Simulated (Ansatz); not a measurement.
# BeInH3 (model cell, started as cubic perovskite with Be in the octahedra): following an unstable mode, part 2 of 3

Wanted: the energy along a soft mode of BeInH3 (model cell, started as cubic perovskite with Be in the octahedra) and the structure at the end.

Ansatz 0.2.0; DFT LDA, scalar-relativistic, plane waves, PAW; PAW set soft_1.

So far, highest frequency on the path or at a solved wavevector (cm⁻¹): step 2 (phonons on a q mesh) 994. Also lowest frequency on the path (cm⁻¹): step 2 -697.

The structure was built from a prototype and need not be the compound's stable phase.

### 5. Energy along the mode, all amplitudes (two of the runs are shown above)

An imaginary frequency means negative curvature, so the energy should fall and then rise again as anharmonic terms take over.

Numbers from this step:

```yaml
depth_at_the_lowest_point_sampled: 12.57 meV/atom
largest_atomic_shift_at_that_point: 0.22 Å
```

The energy from the parent by largest atomic shift:

```csv
largest atomic shift (Å),energy from the parent (meV/atom)
0.000,0
0.040,-0.664
0.080,-2.54
0.140,-6.88
0.220,-12.6
0.320,-11.1
0.450,26.0
```

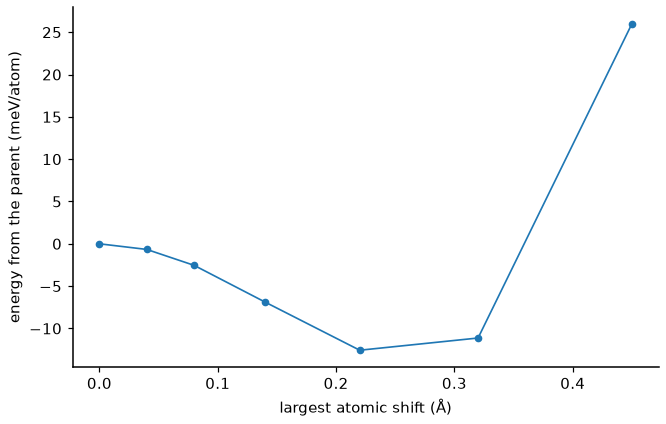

Energy from the parent against largest atomic shift.

Displacement at unit largest shift by atom:

```csv
atom,x (Å),y (Å),z (Å),size
In1,0.000,0.000,0.000,0.000
Be2,0.000,0.204,0.204,0.288
H3,0.000,-0.463,-0.886,1.000
H4,0.000,-0.886,-0.463,1.000
H5,0.000,-0.463,-0.463,0.655
```

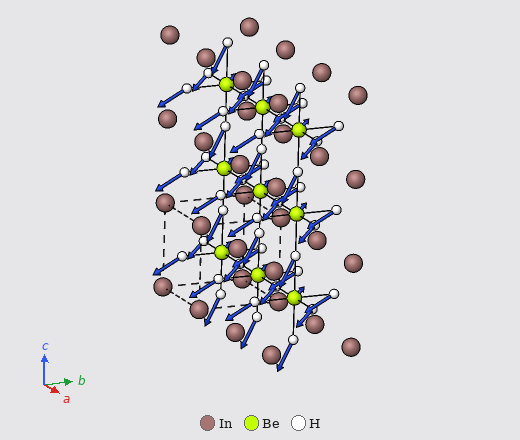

Displacement at unit largest shift as arrows, the longest 1.000 Å. 3×1×3 cells are drawn. Some periodic images of atoms are drawn too.

The lowest of the steps tried is at 0.22 Å, 12.6 meV/atom below the parent; the bottom of the well need not coincide with a step.

### 6. Relaxing from the distorted cell

Starting from the lowest point found, all atoms and the cell are let go, so that strain and other modes of the same symmetry can join in.

input.yaml

```yaml
crystal:
  lattice:
    - [3.5304351694, 0.0, 0.0]
    - [0.0, 3.5304351694, 0.0]
    - [0.0, 0.0, 3.5304351694]
  atoms:
    - { symbol: In, position: [0.0, -6.4398e-06, -6.4398e-06] }
    - { symbol: Be, position: [0.5, 0.5127117074, 0.5127117074] }
    - { symbol: H, position: [0.5, 0.4711616292, -0.0552407505] }
    - { symbol: H, position: [0.5, -0.0552407505, 0.4711616292] }
    - { symbol: H, position: [0.0, 0.4711616292, 0.4711616292] }
kpoints:
  mp_grid: { grid: [12, 12, 12] }
hamiltonian:
  xc: lda
  pseudopotentials: { kind: paw, azcp: { folder: soft_1 }, xc_functional: pbe }
scf:
  occupations: { method: methfessel_paxton, width: 0.2 }
output:
  forces: true
  stress: true
  eigenvalues: true
relax:
  adjacent_minimum: "off"
  f_tol: 0.002
  max_steps: 120
  cell: { stress_tol: 0.03 }
```

Started as:

```sh
$ ansatz run input.yaml --threads 4 --pin off --max-ram 16384MiB --backend cpu --events-out ev --progress --plain --runs-dir out
```

Numbers of over 12 decimals in the logs are rounded to 6 here.

Log:

```text
[...]
Crystal: 5 atoms, lattice volume = 44.003 Å³
Basis set: ecut = 420 eV, 847 PW (Γ)
Bands: 14, of which v1, the nominal top of the filled ones, is band 9 counted from 1 (8 counted from 0)
Symmetry: 4 space group operations
[...]
k-points: 301 of 1728 (time reversal used)
[...]
SCF iter   1: F=—  HF=-5591.076516 eV  |F-HF|=—  |Δ(HF+E_count)|=         —  Δρ=5.59e-2  dr2=1.68e0  ethr=3.10e-3  ⟨swp⟩=5.2  Hψ=24309  notcnv=0
[...]
SCF iter   8: F=-5590.411846 eV  HF=-5590.411846 eV  |F-HF|=2.93e-9  |Δ(HF+E_count)|=   6.88e-8  S|Δr|=    0.00e0  Δρ=2.77e-6  dr2=4.24e-9  ethr=5.56e-10  ⟨swp⟩=4.1  Hψ=13903  notcnv=0
SCF 1 converged in 8 iterations: F = -5590.411846 eV  dr2 = 4.24e-9
[...]
relax step   1: F+E_penalty+E_count = -5590.41184626 eV  Δ(F+E_penalty+E_count) = +0.000e0 eV  max|allowed force component| = 2.251e-1 eV/Å  Δτ_max = 0.0000 Å  P = +1.630 GPa  Ω = 44.003 Å³  (8 SCF iters, dr2 threshold 1.00e-7 eV, accepted)
Crystal: 5 atoms, lattice volume = 45.776 Å³
Basis set: ecut = 420 eV, 891 PW (Γ)
[...]
SCF iter   5: F=-5590.474944 eV  HF=-5590.474944 eV  |F-HF|=1.44e-8  |Δ(HF+E_count)|=   2.15e-6  S|Δr|=    0.00e0  Δρ=1.67e-5  dr2=6.72e-8  ethr=2.78e-9  ⟨swp⟩=6.0  Hψ=22198  notcnv=0
SCF 2 converged in 5 iterations: F = -5590.474944 eV  dr2 = 6.72e-8
relax step   2: F+E_penalty+E_count = -5590.47494355 eV  Δ(F+E_penalty+E_count) = -6.310e-2 eV  max|allowed force component| = 3.258e-1 eV/Å  Δτ_max = 0.1120 Å  P = -0.933 GPa  Ω = 45.776 Å³  energy of the carried Pulay correction = -1.001e-3 eV  (5 SCF iters, dr2 threshold 5.00e-7 eV, accepted)
Crystal: 5 atoms, lattice volume = 47.464 Å³
Basis set: ecut = 420 eV, 923 PW (Γ)
[...]
SCF iter   5: F=-5590.545400 eV  HF=-5590.545400 eV  |F-HF|=1.85e-8  |Δ(HF+E_count)|=   1.10e-6  S|Δr|=    0.00e0  Δρ=2.01e-5  dr2=1.51e-7  ethr=2.78e-9  ⟨swp⟩=6.0  Hψ=22067  notcnv=0
SCF 3 converged in 5 iterations: F = -5590.545400 eV  dr2 = 1.51e-7
relax step   3: F+E_penalty+E_count = -5590.54539985 eV  Δ(F+E_penalty+E_count) = -7.046e-2 eV  max|allowed force component| = 4.814e-1 eV/Å  Δτ_max = 0.0833 Å  P = -2.206 GPa  Ω = 47.464 Å³  energy of the carried Pulay correction = -1.918e-3 eV  (5 SCF iters, dr2 threshold 5.00e-7 eV, accepted)
[... from here on, the SCF cycles and remarks between the steps are left out ...]
relax step   4: F+E_penalty+E_count = -5590.67723568 eV  Δ(F+E_penalty+E_count) = -1.318e-1 eV  max|allowed force component| = 3.236e-1 eV/Å  Δτ_max = 0.0679 Å  P = -1.214 GPa  Ω = 47.933 Å³  energy of the carried Pulay correction = -2.167e-3 eV  (5 SCF iters, dr2 threshold 5.00e-7 eV, accepted)
relax step   5: F+E_penalty+E_count = -5590.77413436 eV  Δ(F+E_penalty+E_count) = -9.690e-2 eV  max|allowed force component| = 1.072e-1 eV/Å  Δτ_max = 0.0609 Å  P = +0.986 GPa  Ω = 47.915 Å³  energy of the carried Pulay correction = -2.158e-3 eV  (6 SCF iters, dr2 threshold 5.00e-7 eV, accepted)
relax step   6: F+E_penalty+E_count = -5590.84779210 eV  Δ(F+E_penalty+E_count) = -7.366e-2 eV  max|allowed force component| = 1.383e-1 eV/Å  Δτ_max = 0.0728 Å  P = +1.827 GPa  Ω = 48.929 Å³  energy of the carried Pulay correction = -2.688e-3 eV  (5 SCF iters, dr2 threshold 5.00e-7 eV, accepted)
relax step   7: F+E_penalty+E_count = -5590.91504564 eV  Δ(F+E_penalty+E_count) = -6.725e-2 eV  max|allowed force component| = 7.193e-2 eV/Å  Δτ_max = 0.1134 Å  P = +0.565 GPa  Ω = 50.474 Å³  energy of the carried Pulay correction = -3.473e-3 eV  (6 SCF iters, dr2 threshold 5.00e-7 eV, accepted)
relax step   8: F+E_penalty+E_count = -5590.88326333 eV  Δ(F+E_penalty+E_count) = +3.178e-2 eV  max|allowed force component| = 2.086e-1 eV/Å  Δτ_max = 0.1060 Å  P = -1.773 GPa  Ω = 51.786 Å³  energy of the carried Pulay correction = -4.120e-3 eV  (6 SCF iters, dr2 threshold 5.00e-7 eV, rejected (line search))
relax step   9: F+E_penalty+E_count = -5590.92116446 eV  Δ(F+E_penalty+E_count) = -6.119e-3 eV  max|allowed force component| = 6.128e-2 eV/Å  Δτ_max = 0.0378 Å  P = +0.175 GPa  Ω = 50.899 Å³  energy of the carried Pulay correction = -3.685e-3 eV  (9 SCF iters, accepted)
relax step  10: F+E_penalty+E_count = -5590.92195506 eV  Δ(F+E_penalty+E_count) = -7.906e-4 eV  max|allowed force component| = 8.901e-3 eV/Å  Δτ_max = 0.0080 Å  P = +0.049 GPa  Ω = 50.828 Å³  energy of the carried Pulay correction = -3.650e-3 eV  (5 SCF iters, dr2 threshold 2.35e-7 eV, accepted)
relax step  11: F+E_penalty+E_count = -5590.92186043 eV  Δ(F+E_penalty+E_count) = +9.463e-5 eV  max|allowed force component| = 2.473e-2 eV/Å  Δτ_max = 0.0035 Å  P = -0.058 GPa  Ω = 50.897 Å³  energy of the carried Pulay correction = -3.684e-3 eV  (5 SCF iters, dr2 threshold 1.45e-8 eV, rejected (line search))
relax step  12: F+E_penalty+E_count = -5590.92196484 eV  Δ(F+E_penalty+E_count) = -9.783e-6 eV  max|allowed force component| = 1.034e-3 eV/Å  Δτ_max = 0.0014 Å  P = -0.009 GPa  Ω = 50.870 Å³  energy of the carried Pulay correction = -3.670e-3 eV  (7 SCF iters, accepted)
relax step  13: F+E_penalty+E_count = -5590.96423322 eV  Δ(F+E_penalty+E_count) = -4.227e-2 eV  max|allowed force component| = 3.592e-3 eV/Å  Δτ_max = 0.0000 Å  P = +0.956 GPa  Ω = 50.870 Å³  stress off target by 1.61e0 GPa  SCF on the basis re-selected at this cell (its energy is not comparable with the rows above)  (7 SCF iters)
relax step  14: F+E_penalty+E_count = -5590.97075196 eV  Δ(F+E_penalty+E_count) = -6.519e-3 eV  max|allowed force component| = 1.946e-2 eV/Å  Δτ_max = 0.0127 Å  P = +0.426 GPa  Ω = 51.729 Å³  energy of the carried Pulay correction = -4.574e-4 eV  (4 SCF iters, dr2 threshold 5.00e-7 eV, accepted)
relax step  15: F+E_penalty+E_count = -5590.97166977 eV  Δ(F+E_penalty+E_count) = -9.178e-4 eV  max|allowed force component| = 1.520e-2 eV/Å  Δτ_max = 0.0064 Å  P = +0.011 GPa  Ω = 52.343 Å³  energy of the carried Pulay correction = -8.060e-4 eV  (4 SCF iters, dr2 threshold 5.00e-7 eV, accepted)
relax step  16: F+E_penalty+E_count = -5590.97172531 eV  Δ(F+E_penalty+E_count) = -5.554e-5 eV  max|allowed force component| = 1.242e-3 eV/Å  Δτ_max = 0.0034 Å  P = +0.004 GPa  Ω = 52.347 Å³  energy of the carried Pulay correction = -8.090e-4 eV  (4 SCF iters, dr2 threshold 1.44e-8 eV, accepted)
[...]
SCF iter   6: F=-5590.972599 eV  HF=-5590.972599 eV  |F-HF|=1.82e-12  |Δ(HF+E_count)|=  1.00e-11  S|Δr|=    0.00e0  Δρ=4.74e-8  dr2=1.87e-12  ethr=1.00e-12  ⟨swp⟩=5.4  Hψ=15215  notcnv=0
SCF 17 converged in 6 iterations: F = -5590.972599 eV  dr2 = 1.87e-12
relax step  17: F+E_penalty+E_count = -5590.97259879 eV  Δ(F+E_penalty+E_count) = -8.735e-4 eV  max|allowed force component| = 1.230e-3 eV/Å  Δτ_max = 0.0000 Å  P = +0.005 GPa  Ω = 52.347 Å³  stress off target by 6.95e-3 GPa  SCF on the basis re-selected at this cell (its energy is not comparable with the rows above)  (6 SCF iters)
[...]
SCF converged after 6 iterations
[...]
Free energy (F): -5590.972599 eV
[...]
Internal energy: -5590.975766 eV  (E = F + TS)
E sigma→0 (E₀):  -5590.973391 eV
Entropy (-TS):   0.003168 eV (0.634 meV/atom)
Fermi energy:    5.106446 eV
Step filling:    the computed levels leave a gap of 0.0225 eV = 0.1 smearing widths at the electron count; against every level under it full and every level over it empty, smearing changes F+E_penalty+E_count by +0.772 meV and its σ→0 estimate by -0.020 meV
[...]
--- Forces (eV/Å), atoms counted from 1 ---
  atom   1  In     0.00000000     0.00122982     0.00122982
  atom   2  Be    -0.00000000     0.00014424     0.00014424
  atom   3  H     -0.00000000    -0.00010049    -0.00063452
  atom   4  H     -0.00000000    -0.00063452    -0.00010049
  atom   5  H      0.00000000    -0.00063959    -0.00063959
  max |Σ_I F_I| component: 5.35e-7 eV/Å
--- Stress (GPa, compression-positive) ---
        0.003305       0.000000       0.000000
        0.000000       0.006312       0.000636
       -0.000000       0.000636       0.006312
  P = ⅓ Tr σ = 0.0053 GPa (0.053 kbar)
--- Band table (eV; the first three rows and the last of 301) ---
  k-point 0: bands = [... 5 lower, -4.0860, 1.8002, 2.1397, 3.6910, 6.6861, 8.5700, 11.0626, 13.5399, ... 1 higher]
  k-point 1: bands = [... 5 lower, -4.0338, 1.5125, 2.0962, 3.9293, 6.7663, 8.5519, 10.9367, 13.5701, ... 1 higher]
  k-point 2: bands = [... 5 lower, -3.8773, 0.7972, 2.1711, 4.3089, 6.8281, 8.7126, 10.5635, 13.6558, ... 1 higher]
  k-point 300: bands = [... 5 lower, 1.4227, 2.3723, 2.8673, 4.4064, 5.1022, 6.8130, 7.2385, 7.3988, ... 1 higher]
--- Relaxed structure (15 steps of the walk, 13 accepted, 2 SCFs on fresh bases) ---
  F+E_penalty+E_count = -5590.97259879 eV   max|allowed force component| = 1.230e-3 eV/Å   (the final SCF, on the basis selected at the relaxed cell)
  cell:  # Å, volume = 52.3473 Å³
    - [2.775919, 0, 0]
    - [0, 4.342959, -0.060239]
    - [0, -0.060239, 4.342959]
  atoms:
    - { symbol: In, position: [0, 0.017755, 0.017755] }
    - { symbol: Be, position: [0.5, 0.564089, 0.564089] }
    - { symbol: H, position: [0.5, 0.496805, -0.114474] }
    - { symbol: H, position: [0.5, -0.114474, 0.496805] }
    - { symbol: H, position: [0, 0.435613, 0.435613] }
```

It took 88 s on 4 threads of Arm Neoverse V1, shared host; peak memory 0.57 GiB.

The steps of the relaxation:

```csv
step,energy less that of the first step (eV),largest force component (eV/Å),pressure (GPa),volume (Å³)
1,0.0000,0.2251,1.63,44.00
2,-0.0631,0.3258,-0.93,45.78
3,-0.1336,0.4814,-2.21,47.46
4,-0.2654,0.3236,-1.21,47.93
5,-0.3623,0.1072,0.99,47.92
6,-0.4359,0.1383,1.83,48.93
7,-0.5032,0.0719,0.57,50.47
8,-0.4714,0.2086,-1.77,51.79
9,-0.5093,0.0613,0.18,50.90
10,-0.5101,0.0089,0.05,50.83
11,-0.5100,0.0247,-0.06,50.90
12,-0.5101,0.0010,-0.01,50.87
13*,-0.5524,0.0036,0.96,50.87
14,-0.5589,0.0195,0.43,51.73
15,-0.5598,0.0152,0.01,52.34
16,-0.5599,0.0012,0.00,52.35
17*,-0.5608,0.0012,0.01,52.35
```

Relaxation steps marked * repeat the geometry before them on a plane-wave basis chosen anew for their cell, so energy and pressure can jump there. Relaxation steps 8, 11 were tried and not accepted.

The run keeps the 4 symmetry operations that it works with, so distortions that break them were not tested.

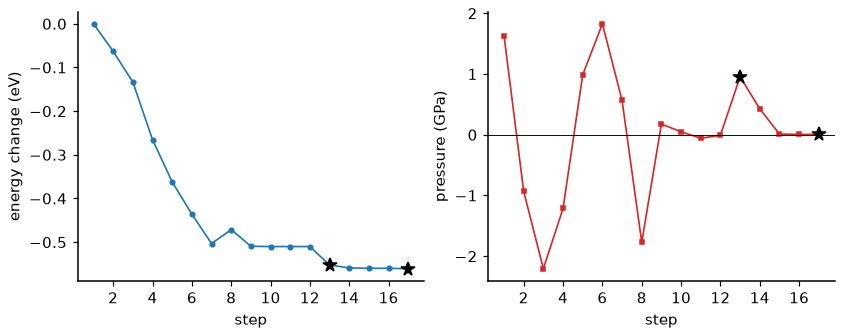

Energy and pressure along the relaxation. Stars mark steps on a basis chosen anew.

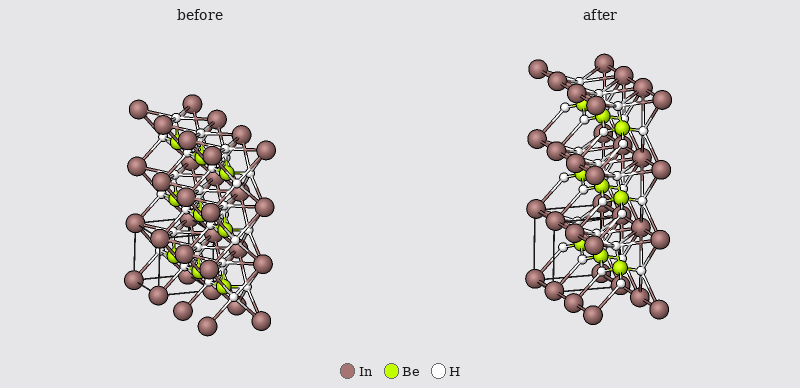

Before and after, at one scale.

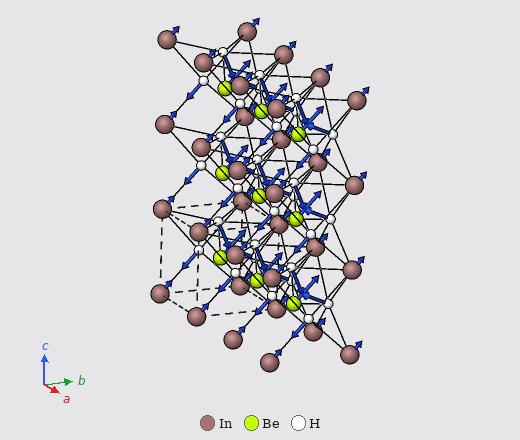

Displacements in the relaxation, exaggerated, measured against the changing cell; the longest in the cell stands for 0.31 Å. 3×1×3 cells are drawn. Some periodic images of atoms are drawn too.

```csv
cell as run,before,after,change
a (Å),3.530,2.776,-21.4 %
b (Å),3.530,4.343,+23.0 %
c (Å),3.530,4.343,+23.0 %
α (°),90.00,91.59,+1.8 %
volume (Å³/atom),8.80,10.47,+19.0 %
```

The atoms that moved most (Å, as changes of fractional coordinates times the final cell):

```csv
atom,dx,dy,dz,length
Be2,0.000,0.220,0.220,0.311
H3,0.000,0.115,-0.259,0.283
H4,0.000,-0.259,0.115,0.283
H5,0.000,-0.152,-0.152,0.215
In1,0.000,0.076,0.076,0.108
```

This step gave:

```yaml
pressure: 0.005310 GPa
volume_per_atom: 10.47 Å³
```

The distorted start has space group Amm2; the relaxation ends in Amm2.

### 7. The new phase in its own primitive cell

The relaxed structure is symmetrised, reduced to its primitive cell and relaxed tightly, as its phonons need.

input.yaml, the sections that differ from step 6:

```yaml
crystal:
  lattice:
    - [2.7759186612, 0.0, 0.0]
    - [0.0, 3.1135314237, 3.0283401675]
    - [0.0, -3.1135314237, 3.0283401675]
  atoms:
    - { symbol: In, position: [0.0, 0.0177545181, 0.0177545181] }
    - { symbol: Be, position: [0.5, 0.5640886659, 0.5640886659] }
    - { symbol: H, position: [0.5, 0.4968053879, 0.8855259992] }
    - { symbol: H, position: [0.5, 0.8855259992, 0.4968053879] }
    - { symbol: H, position: [0.0, 0.4356132043, 0.4356132043] }
kpoints:
  mp_grid: { grid: [12, 8, 8] }
relax:
  adjacent_minimum: "off"
  f_tol: 0.001
  max_steps: 60
  cell: { stress_tol: 0.01 }
# hamiltonian, scf, output: as in step 6
```

Log:

```text
[...]
Crystal: 5 atoms, lattice volume = 52.347 Å³
Basis set: ecut = 420 eV, 1037 PW (Γ)
Bands: 14, of which v1, the nominal top of the filled ones, is band 9 counted from 1 (8 counted from 0)
Symmetry: 4 space group operations
[...]
k-points: 147 of 768 (time reversal used)
[...]
cell:  # Å, volume = 52.3869 Å³
    - [2.776712, 0.0, 0.0]
    - [0.0, 3.113646, 3.029653]
    - [0.0, -3.113646, 3.029653]
  atoms:
    - { symbol: In, position: [0.0, 0.017940, 0.017940] }
    - { symbol: Be, position: [0.5, 0.564027, 0.564027] }
    - { symbol: H, position: [0.5, 0.496692, 0.885416] }
    - { symbol: H, position: [0.5, 0.885416, 0.496692] }
    - { symbol: H, position: [0.0, 0.435712, 0.435712] }
[key lines of the parts left out:]
SCF converged after 6 iterations
Free energy (F): -5590.972768 eV
Fermi energy:    5.120658 eV
P = ⅓ Tr σ = 0.0018 GPa (0.018 kbar)
```

It took 11 s on 4 threads; peak memory 0.45 GiB; 44 s of CPU time.

Little changed from the start: no atom moved by 0.005 Å and no cell edge by 0.1 %.

This step gave:

| Property | Result |
| --- | --- |
| pressure | 0.001773 GPa |
| volume per atom | 10.48 Å³ |

The largest force component left is 0.32 meV/Å and the pressure is 0.002 GPa, within the tolerances set. The cell now holds 10.48 Å³/atom.

[end of part 2 of 3]

[Logs are printed without paths, hosts, clocks, repeated set-up lines and the standing remarks that a program may print on its own settings, such as how far it seeks lower states.]

[Hosts, paths, dates, database ids (printed as entryN), source tags and the programs' standing remarks are cut or masked in the printed files.]
